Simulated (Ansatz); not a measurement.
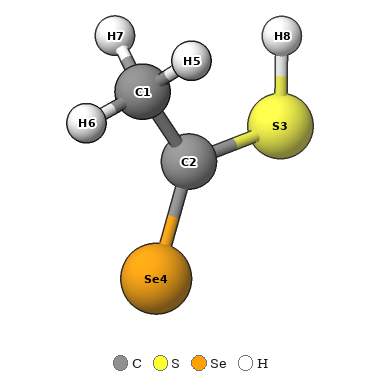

The system is C₂H₄SSe, SMILES CC(S)=[Se]; the picture shows the reference structure. First axis: angle C1–C2–S3. Second axis: dihedral C1–C2–S3–H8. Nothing is relaxed (all other coordinates rigid). The scan uses a 13 × 12 grid. Points are written as (first, second). Energies: kJ/mol, counted from the relaxed molecule at the same level. The calculation used RKS PBE-D4/def2-SVP in Ansatz.

Its coordinates:

```xyz
8

C     0.0411    0.8061    0.2584
C    -0.3940   -0.3988   -0.5311
S     0.3844   -1.9280   -0.1852
Se   -1.6579   -0.3639   -1.8019
H    -0.1183    0.6418    1.3463
H    -0.5294    1.6975   -0.0585
H     1.1261    1.0001    0.1130
H     1.2403   -1.5120    0.8031
```

Range: angle C1–C2–S3 from 92.9 to 142.9°; dihedral C1–C2–S3–H8 from −180 to 150°.

Predict the map.

Answer. The lowest grid point is at (117.9°, 0°), 0 kJ/mol from the relaxed molecule at the same level; the map holds 2 wells of about this depth. The highest grid point, (142.9°, 90°), lies 166 kJ/mol above the lowest. On the interpolated surface the easiest way out of the lowest well to a well of about the same depth near (113.7°, −180°) passes a barrier of about 56 kJ/mol. Round the minimum the two coordinates are nearly uncoupled.

| dihedral C1–C2–S3–H8 ↓, angle C1–C2–S3 → | 92.9 | 97.0 | 101.2 | 105.4 | 109.5 | 113.7 | 117.9 | 122.0 | 126.2 | 130.4 | 134.5 | 138.7 | 142.9 |
| --- | --- | --- | --- | --- | --- | --- | --- | --- | --- | --- | --- | --- | --- |
| 150 | 91 | 63 | 42 | 27 | 18 | 14 | 14 | 19 | 29 | 45 | 66 | 94 | 130 |
| 120 | 129 | 99 | 75 | 58 | 47 | 41 | 41 | 45 | 54 | 69 | 90 | 118 | 155 |
| 90 | 157 | 123 | 97 | 78 | 65 | 58 | 56 | 59 | 67 | 81 | 101 | 129 | 166 |
| 60 | 143 | 107 | 79 | 59 | 46 | 38 | 36 | 39 | 47 | 61 | 81 | 108 | 145 |
| 30 | 127 | 86 | 56 | 35 | 21 | 12 | 10 | 13 | 21 | 35 | 55 | 82 | 118 |
| 0 | 122 | 80 | 49 | 26 | 11 | 3 | 0 | 3 | 11 | 25 | 45 | 72 | 108 |
| −30 | 126 | 86 | 56 | 35 | 21 | 12 | 10 | 13 | 21 | 35 | 55 | 82 | 118 |
| −60 | 143 | 107 | 79 | 59 | 46 | 38 | 36 | 39 | 47 | 61 | 81 | 108 | 145 |
| −90 | 157 | 123 | 97 | 78 | 65 | 58 | 56 | 59 | 67 | 81 | 101 | 129 | 166 |
| −120 | 129 | 98 | 75 | 58 | 47 | 41 | 41 | 45 | 54 | 69 | 90 | 118 | 155 |
| −150 | 91 | 63 | 42 | 27 | 18 | 14 | 14 | 19 | 29 | 45 | 66 | 94 | 130 |
| −180 | 74 | 47 | 27 | 13 | 4 | 1 | 1 | 7 | 17 | 33 | 53 | 81 | 117 |

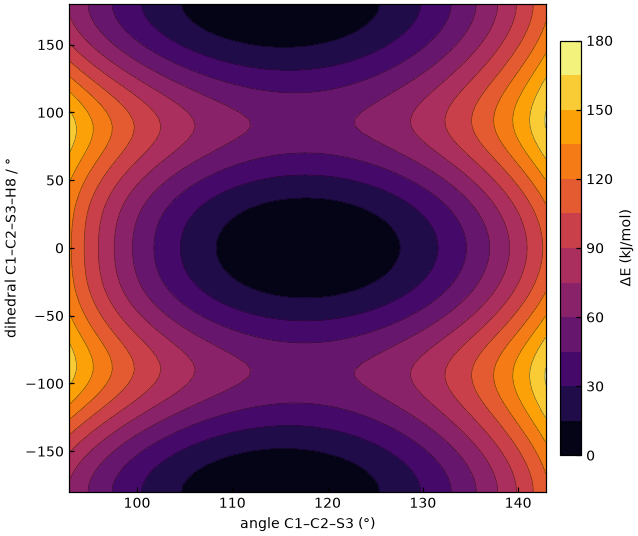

Drawn: filled contours. Between grid points the surface is interpolated.

The whole map (156 points run) took 14 min on 1 thread of Arm Neoverse V1 (shared host).
